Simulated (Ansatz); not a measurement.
Base system: GaN in the wurtzite structure (space group P6_3mc, No. 186; a = 3.183 Å, c = 5.184 Å). Axes: x lies along a and z along c of the hexagonal cell.

The change: uniaxial strain ε_xx = −4.99 %, all other strain components held at zero, atoms relaxed at fixed cell.

Calculations: Kohn–Sham DFT with the r2SCAN functional, run in Ansatz (a first-principles code) with PAW and 500 eV plane waves, no spin-orbit coupling, earlier PAW set.

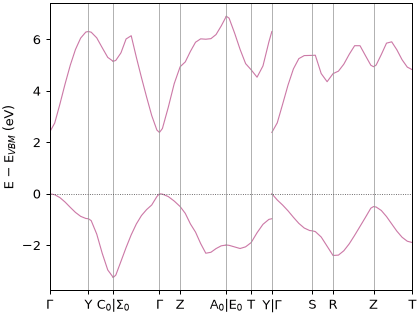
*Highest valence and lowest conduction band along the path of the changed cell's own zone*

**Question.** From the figure, how large is the changed gap, and is it direct?

**Answer.** About 2.4 eV, direct at Γ.

No phonon test of stability was made. k-point labels follow each cell's own Brillouin zone.
